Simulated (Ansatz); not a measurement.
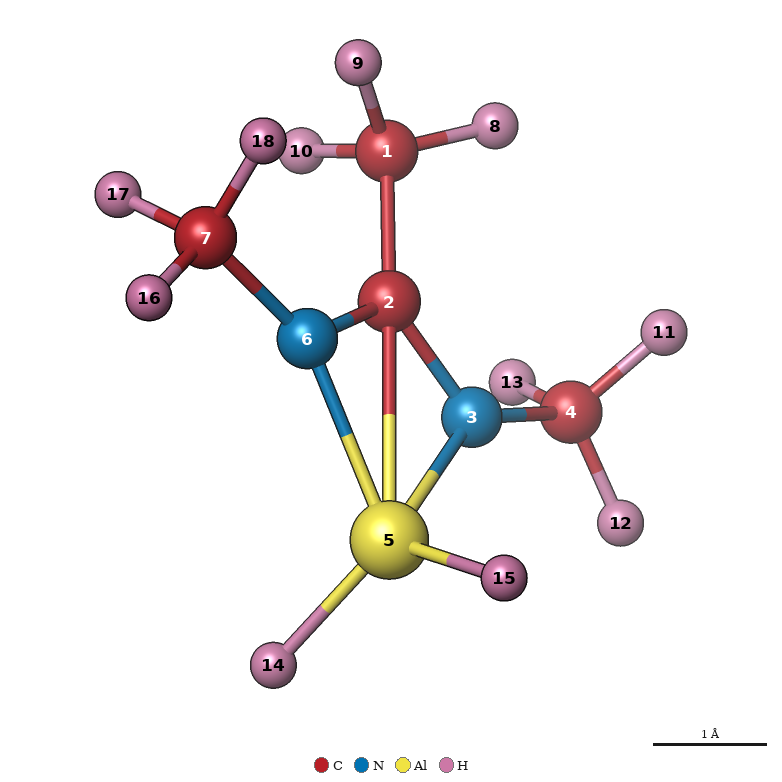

Orthographic view. Distant atoms are faded towards the background colour. Computed geometry: PBE0-D4/def2-TZVP optimisation. No frequency run is at hand to confirm it as a minimum.

Write the connection table.

C1: C2, H8, H9, H10
C2: C1, N3, Al5, N6
N3: C2, C4, Al5
C4: N3, H11, H12, H13
Al5: C2, N3, N6, H14, H15
N6: C2, Al5, C7
C7: N6, H16, H17, H18
(terminal hydrogens appear only as neighbours)
